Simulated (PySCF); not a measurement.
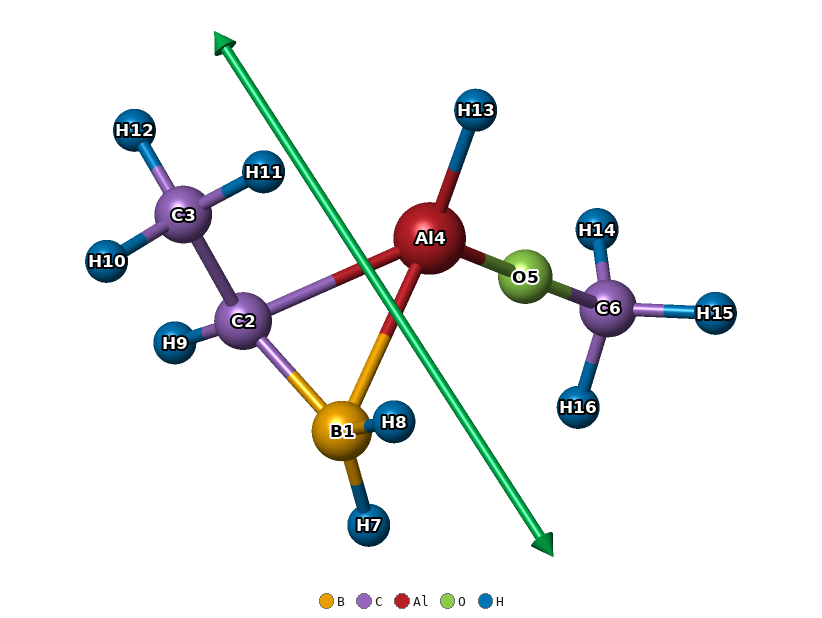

The double arrow shows the direction of the transition dipole to excited singlet state 7 (its length means nothing). The computed structure is the end point of a GFN2-xTB optimisation. No frequency run is at hand to confirm it as a minimum. Properties computed with TDDFT CAM-B3LYP/def2-SVPD, vertical, gas phase, core orbitals frozen in the response (PySCF 2.14.0).

How is the transition polarised?

Answer. Nearly parallel to the B1–C2 bond.

Give its energy, strength and character.

Answer. 7.08 eV (175 nm), oscillator strength 0.082, mainly HOMO−5 → LUMO (weight 0.78); transition dipole 1.75 D.

The geometry is semi-empirical. Around Al, B such bond lengths and angles can be off by a tenth of an ångström or more and by several degrees, and values that hang on the shape move with them.
